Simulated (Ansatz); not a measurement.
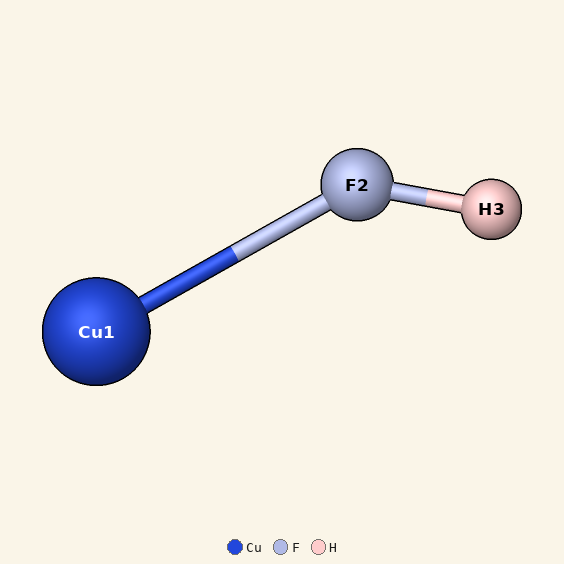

The species has charge +1 and is a spin singlet. Harmonic vibrations computed with RKS PBE0-D4/def2-TZVP (Ansatz 0.2.0) at a stationary point of the same level. Other spin states may lie lower.

> Is this a minimum or a saddle point?

A minimum: no imaginary frequency, and the lowest mode lies at 278 cm⁻¹.

> List the wavenumbers.

3 modes: 278, 396, 3953 cm⁻¹.
